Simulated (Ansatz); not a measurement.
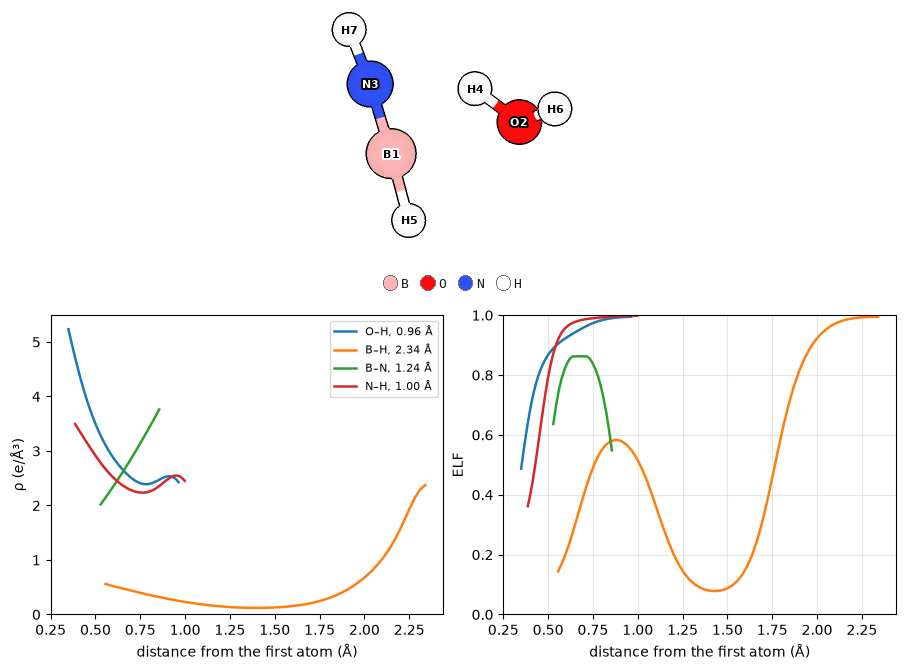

*BH$_{2}$N···H$_{2}$O. Electron density and electron localisation function along straight lines between neighbouring atoms. The curves leave out the atomic cores. The structure is drawn too.*

Theory: UKS PBE0/def2-SVP (Ansatz 0.2.0).

```xyz
7

B     0.0241    1.1679    0.2140
O    -0.1574   -1.5677    0.7913
N    -0.1439    0.9698   -1.0030
H    -0.4059   -1.1192   -0.0292
H     0.1865    1.4067    1.3598
H     0.7779   -1.7554    0.6556
H    -0.2815    0.8977   -1.9886
```

Q: Compare the contacts.

A: O–H (0.96 Å): ρ at the midpoint is about 3.7 e/Å³; the ELF climbs to about 1 towards the hydrogen, as it does in any bond to H: an ordinary covalent bond to hydrogen.
B1···H4 (2.34 Å): the density falls to about 0.12 e/Å³ on the way; the ELF dips to about 0.10 between them.
B–N (1.24 Å): ρ at the midpoint is about 2.5 e/Å³; the ELF peaks at about 0.85 between the atoms: a short, strongly polar bond.
N–H (1.00 Å): the density is about 2.9 e/Å³ at the midpoint; the ELF climbs to about 1 towards the hydrogen (an ordinary covalent bond to hydrogen).
